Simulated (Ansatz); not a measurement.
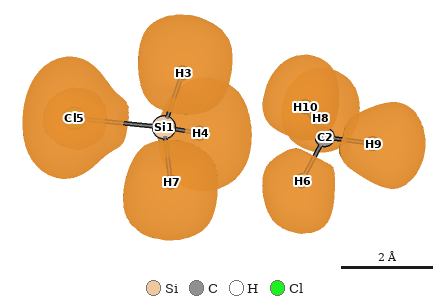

*ClH$_{3}$Si···CH$_{4}$. Isosurface of the electron localisation function at 0.75 (orange), seen at an oblique angle. Core shells and regions of very low density are left out.*

The product side of a reaction path; geometry: PBE0-D4/def2-TZVP.

Method: Ansatz, RKS PBE0-D4/def2-TZVPP.

The calculation's input:

```
crystal:
  periodic: [false, false, false]
  atoms:
    - {symbol: Si, position_ang: [-1.125293, 1.159979, -0.748606]}
    - {symbol: C, position_ang: [1.208620, -1.245010, 0.798779]}
    - {symbol: H, position_ang: [-1.507721, 0.894316, 0.656427]}
    - {symbol: H, position_ang: [0.231682, 1.747868, -0.816417]}
    - {symbol: Cl, position_ang: [-2.456806, 2.512182, -1.537147]}
    - {symbol: H, position_ang: [1.012311, -1.462572, -0.251319]}
    - {symbol: H, position_ang: [-1.193569, -0.082527, -1.550635]}
    - {symbol: H, position_ang: [1.582998, -0.226280, 0.899047]}
    - {symbol: H, position_ang: [1.957422, -1.941478, 1.175003]}
    - {symbol: H, position_ang: [0.290156, -1.356478, 1.374872]}
basis:
  gaussian: {orbitals: def2-TZVPP}
hamiltonian: {xc: pbe0, dispersion: d4}
output: {orbitals: {seedname: orbitals}}
```

Launched as:

```sh
ansatz run in.yaml --threads 4 --pin off --events-out ev --progress --plain --max-ram 9574MiB
```

**Where are the electrons localised?**

The surface consists of six regions around hydrogen nuclei, one region on Cl in which the atom's valence shell and bonds are merged and one region on H in which the atom's valence shell and bonds are merged. Along the contacts the grid gives the following. C2···Si1 (3.69 Å): the ELF dips to about 0 between them: a non-bonded, intermolecular contact. Si–Cl (2.06 Å): the ELF peaks at about 0.85 between the atoms, as expected for a polar covalent bond.
